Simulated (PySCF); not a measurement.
Consider C4H6ClNSi (charge −1, doublet).

The calculation's input:

```
{"job": {"kind": "epr", "basis": "pcH-1"}, "charge": -1, "multiplicity": 2}
C      0.859744    -1.262620    -0.610149
C      0.433341     0.163117    -0.385986
C      1.379523     1.102529    -0.139820
Cl     3.100346     0.742200    -0.004339
Si    -1.368461     0.478970    -0.008049
C     -2.276710     0.157620     1.577540
N     -2.517823    -0.191643     2.668111
H      0.039476    -1.847838    -1.027012
H      1.708640    -1.310358    -1.296171
H      1.167979    -1.738069     0.325898
H      1.180288     2.139097     0.066431
H     -2.120269    -0.367557    -0.971971
H     -1.590460     1.935038    -0.212210
```

Command:

```sh
OMP_NUM_THREADS=1 python probes_run.py task.json out
```

Geometry: GFN2-xTB.

These are results of UKS B3LYP, pcH-1 on C Cl H N Si, non-relativistic, mean-field spin-orbit, GIAO in PySCF, not measurements.

What will maps of the electron density, electron localisation function and spin density show?

Answer. C–C (1.36 Å): ρ at the midpoint is about 2.2 e/Å³; the ELF peaks at about 0.95 between the atoms: localised, covalent bonding.
C–Cl (1.76 Å): the density is about 1.3 e/Å³ at the midpoint; the ELF peaks at about 0.85 between the atoms: localised, covalent bonding.
C–H (1.08 Å): ρ is about 2.1 e/Å³ halfway; the ELF climbs to about 1 towards the hydrogen, as it does in any bond to H; a covalent bond by its length.
C–C (1.50 Å): ρ at the midpoint is about 1.7 e/Å³; the ELF peaks at about 0.95 between the atoms (localised, covalent bonding).
The unpaired spin (1 electron) lies mostly on C3 (about 0.3), Si5 (about 0.2), N7 (about 0.1), C2 (about 0.1) and C6 (about 0.1), in electrons by Hirshfeld's partition.

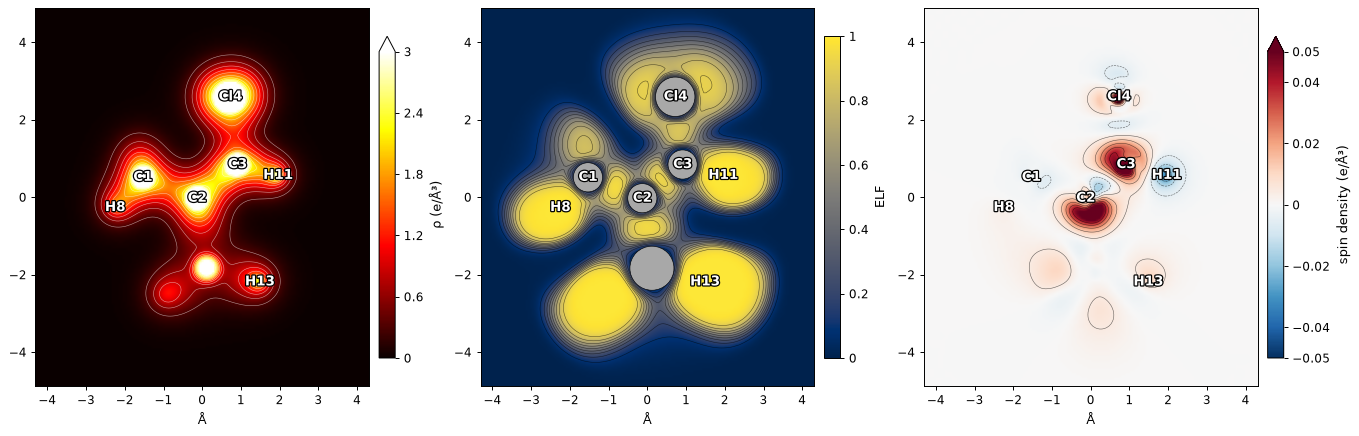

Computed electron density, electron localisation function and spin density on the plane of atoms C2, C3 and H11, in this order. Grey discs cover the atomic cores in the ELF map. 
